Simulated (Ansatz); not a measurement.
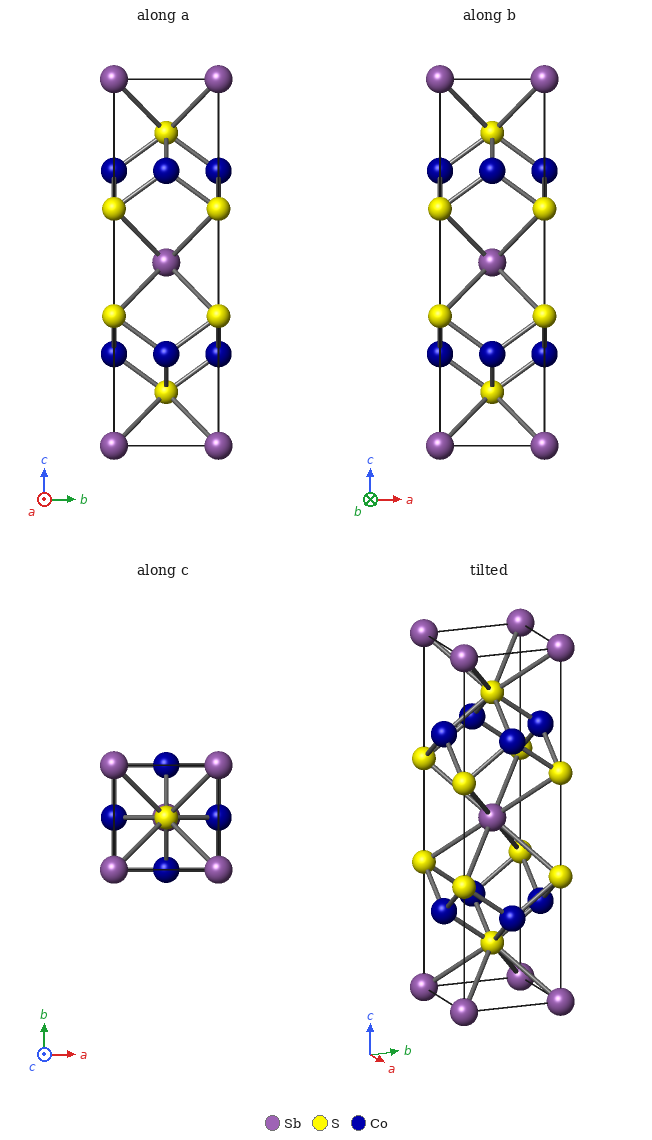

This ball-and-stick model is shown along the a axis, along the b axis, along the c axis and slightly off an axis. Thin lines show the conventional unit cell, with boundary atoms drawn in all their periodic places.

Lattice parameters: a = 3.6833 Å, b = 3.6833 Å, c = 12.9207 Å, α = 90.000°, β = 90.000°, γ = 90.000°.

Q: Write down what is shown as a CIF in P1 with every atom of the cell, with free fractional coordinates to two decimals.

A:
```cif
data_structure
_symmetry_space_group_name_H-M 'P 1'
_symmetry_Int_Tables_number 1
_cell_length_a 3.6833
_cell_length_b 3.6833
_cell_length_c 12.9207
_cell_angle_alpha 90.000
_cell_angle_beta 90.000
_cell_angle_gamma 90.000
_cell_volume 175.30
loop_
_atom_site_label
_atom_site_type_symbol
_atom_site_fract_x
_atom_site_fract_y
_atom_site_fract_z
_atom_site_occupancy
Sb1 Sb 0.00 0.00 0.00 1
S1 S 0.50 0.50 0.85 1
S2 S 0.00 0.00 0.65 1
Co1 Co 0.50 0.00 0.75 1
Co2 Co 0.00 0.50 0.75 1
Sb2 Sb 0.50 0.50 0.50 1
S3 S 0.00 0.00 0.35 1
S4 S 0.50 0.50 0.15 1
Co3 Co 0.00 0.50 0.25 1
Co4 Co 0.50 0.00 0.25 1
```

The model is a generated cell, made by putting these elements into a known structure type (the compound may or may not exist in this form); its atoms and cell weren't optimised. Ansatz was used for an electronic-structure calculation on it.

At this level of theory the cell isn't at rest (stretched, at -12 GPa and forces up to 1.5 eV/Å), so its distances can differ from those at equilibrium, the more so the softer the solid.
